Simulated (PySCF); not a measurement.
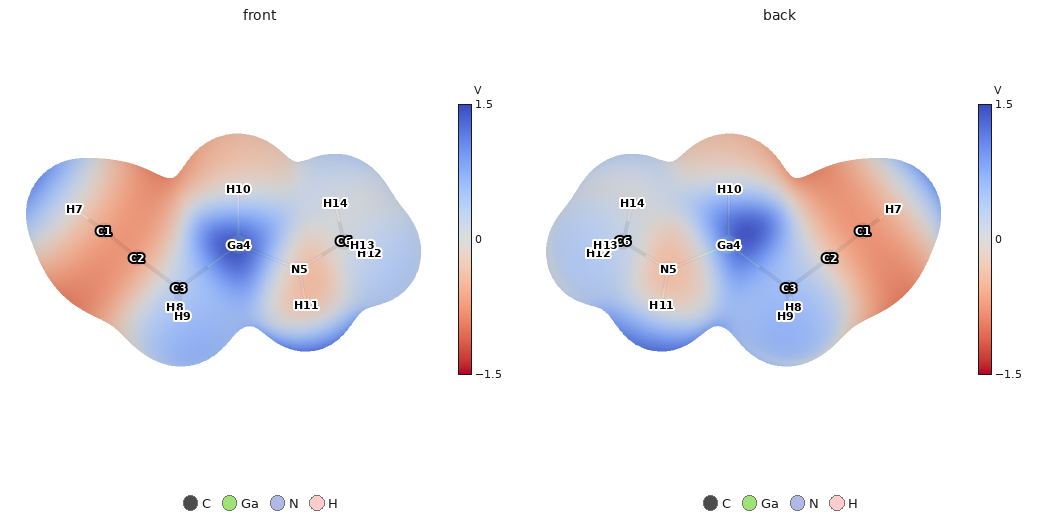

Figure 1: C4H8GaN (SMILES C#C[CH2][GaH][NH]C). The molecular electrostatic potential painted on the density surface at 0.001 e/bohr³, seen from the front and from behind; the colour scale runs from red (negative) to blue (positive).

Geometry: GFN2-xTB.

The calculation used PySCF 2.14.0, CAM-B3LYP/def2-SVPD, SCF density, gas phase.

```xyz
14

C     3.6815    0.6629    0.5437
C     2.8018    0.3677   -0.2171
C     1.7064    0.0193   -1.0865
Ga   -0.0079    0.0499    0.0435
N    -1.6472   -0.3149   -0.6826
C    -2.9185   -0.3256    0.0353
H     4.4829    0.9151    1.1723
H     1.8608   -0.9783   -1.5162
H     1.6290    0.7384   -1.9114
H    -0.0655    0.3804    1.5727
H    -1.7861   -0.5422   -1.6621
H    -3.6202    0.4097   -0.3736
H    -3.3931   -1.3124    0.0040
H    -2.7246   -0.0706    1.0809
```

Describe the electrostatic potential map.

The most negative region (about −0.9 V, or −21 kcal/mol for a unit charge) lies over C1 and C2, the most positive (about +1.4 V, or +32 kcal/mol for a unit charge) over Ga4.

How polar is the molecule by this calculation?

Its dipole moment is 1.82 D.
